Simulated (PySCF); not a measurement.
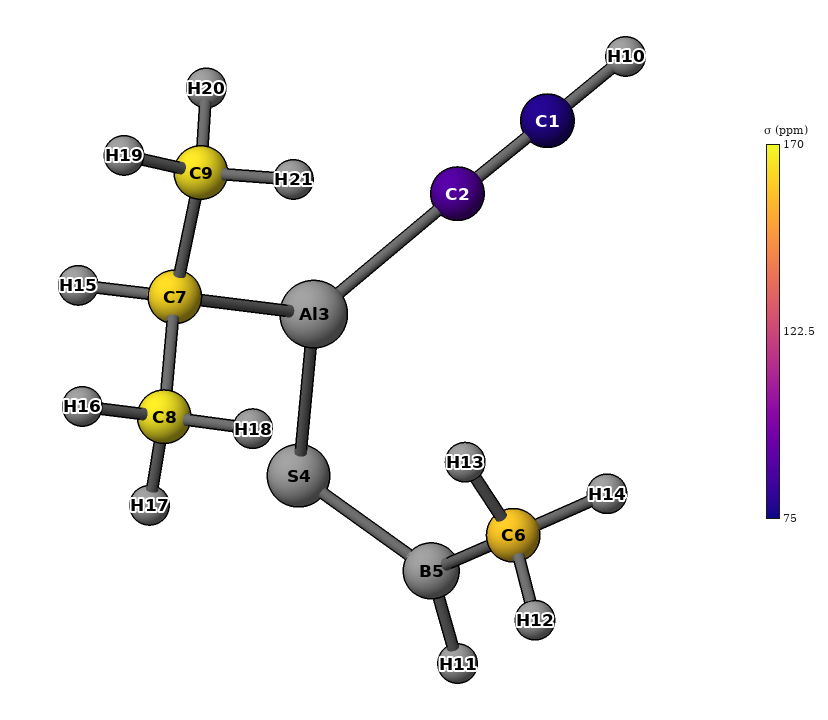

Atoms are coloured by their isotropic NMR shieldings (C only, the others grey). The computed structure is the end point of a GFN2-xTB optimisation. No frequency run is at hand to confirm it as a minimum. Level of theory: GIAO PBE0/pcSseg-1 NMR shielding, non-relativistic, gas phase (PySCF 2.14.0).

List the isotropic NMR shieldings of the C atoms.

```
atom  σ (ppm)
  C1     78.4
  C2     89.4
  C6    159.0
  C7    162.9
  C8    166.2
  C9    165.1
```

The geometry is semi-empirical. Around Al, B such bond lengths and angles can be off by a tenth of an ångström or more and by several degrees, and values that hang on the shape move with them.
